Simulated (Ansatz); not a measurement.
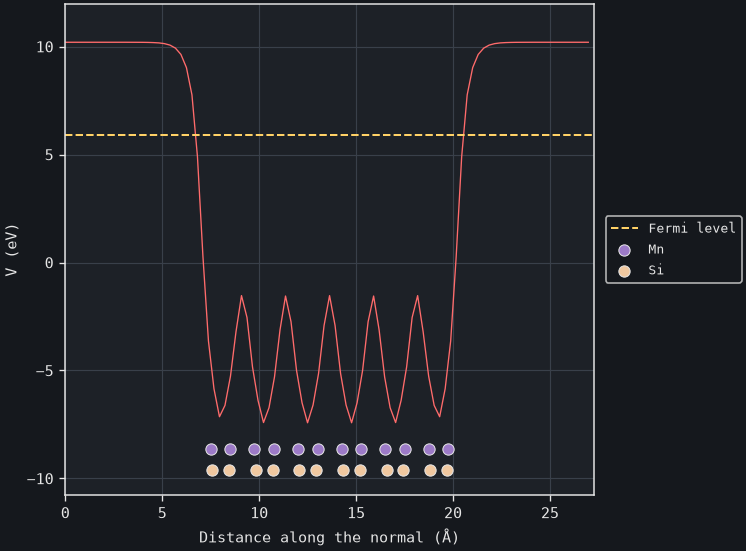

Plane-averaged electrostatic potential energy of an electron across the slab; circles at the bottom mark the heights of the atoms.

The material is a (100) slab cut from MnSi (P2_13), unrelaxed, ended by MnSi planes, 24 atoms in the cell.

Ansatz 0.2.0; DFT PBE, scalar-relativistic, plane waves, PAW, no spin polarisation, 8×8×1 k mesh, Gaussian smearing of 0.1 eV.

What is the work function?

The work function is 4.27 eV, the same on both faces. The two vacuum levels agree, so the slab has no net dipole along its normal.

How thick are slab and vacuum?

The outermost atoms are 12.3 Å apart, which leaves 15.0 Å of vacuum in a cell 27.3 Å high.

The run has no spin polarisation, so a magnetic state may lie lower. The atoms aren't at rest in this cell (largest force 1.3 eV/Å), so the relaxed material can differ.
